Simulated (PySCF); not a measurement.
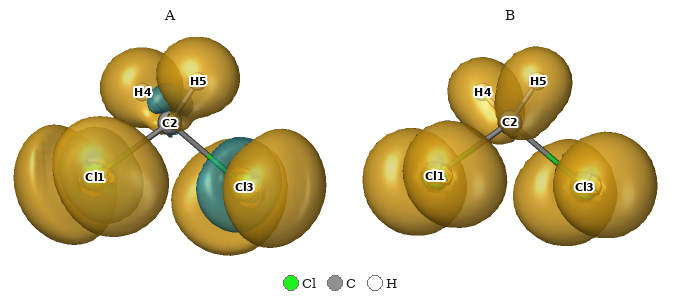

*CH2Cl2, SMILES `ClCCl`. The Fukui function f⁻ from two separate SCF calculations and the density of the HOMO, at ±0.02 e/Å³ (yellow positive, teal negative).*

Method: PBE/def2-TZVP; geometry: GFN2-xTB; program: PySCF. No frequency check shows the geometry to be a minimum. GFN2-xTB bond lengths at metals and heavier atoms can be off by up to 0.1 Å and shapes distorted, which carries into these values.

Input

```python
import numpy as np
from pyscf import gto, scf, dft
from pyscf.scf import atom_ks, atom_hf
from scipy.linalg import block_diag

def solve(mol, dm0=None, hcore=None):
    mf = (dft.UKS if mol.spin else dft.RKS)(mol, xc='pbe')
    mf.grids.level = 3
    mf = mf.density_fit(auxbasis='def2-universal-jkfit')
    mf.conv_tol, mf.max_cycle = 1e-8, 80
    if hcore is not None:
        mf.get_hcore = lambda *args: hcore
    mf.kernel(dm0)
    if not mf.converged:
        mf = mf.newton().run(mf.mo_coeff, mf.mo_occ, max_cycle=30)
    assert mf.converged, 'SCF not converged'
    return mf

mol = gto.M(atom='''
Cl     1.46189    -0.21955     0.00000
C     -0.00002     0.78103     0.00001
Cl    -1.46188    -0.21955     0.00000
H      0.00004     1.38926     0.90301
H     -0.00004     1.38925    -0.90304
''', basis='def2-tzvp', charge=0, spin=0, verbose=4)
mf = solve(mol)
out = dict(e0=mf.e_tot, dm0=mf.make_rdm1(), c=mf.mo_coeff, occ=mf.mo_occ, eps=mf.mo_energy)
for name, dq, spin in [('cation', 1, 1)]:
    ion = mol.copy().set(charge=mol.charge + dq, spin=spin).build()
    mi = solve(ion)
    if spin and dq > 0 and mol.nao < 130:
        c, _, stable, _ = mi.stability(return_status=True)
        if not stable:
            mi = solve(ion, mi.make_rdm1(c, mi.mo_occ))
    print(name, 'vertical energy change / eV', (mi.e_tot - mf.e_tot) * 27.211386)
    out.update({'e_' + name: mi.e_tot, 'dm_' + name: mi.make_rdm1(), 's2_' + name: mi.spin_square()[0], 'eps_' + name: mi.mo_energy, 'occ_' + name: mi.mo_occ})
# spherically averaged free atoms, for the promolecule
atm = atom_ks.get_atm_nrks(mol, xc='pbe')
pro = block_diag(*[(atm[a[0]][2] * atm[a[0]][3]) @ atm[a[0]][2].T for a in mol._atom])
np.savez('result.npz', pro=pro, **out)
```

Run with:

```sh
OMP_NUM_THREADS=1 python input.py
```

The run took 37 s on 1 thread of Intel(R) Xeon(R) Platinum 8488C (Sapphire Rapids), on a shared host, peak memory 0.5 GiB.

Partitions, critical points and surface values were worked out afterwards from this run's density.

Question: Which panel is which, and how good is the frozen-orbital picture?

Answer: A is f⁻ (it has negative regions), B the HOMO density. The HOMO lies on Cl1 and Cl3 (40 % each), C2 (10 %) and H4 and H5 (5 % each); f⁻ (Hirshfeld-condensed) is largest on Cl1 and Cl3 (0.38 each); the vertical ionisation energy is 10.63 eV. Relaxation shifts 6 % of the electron between atoms. The orbital energy is −7.27 eV.
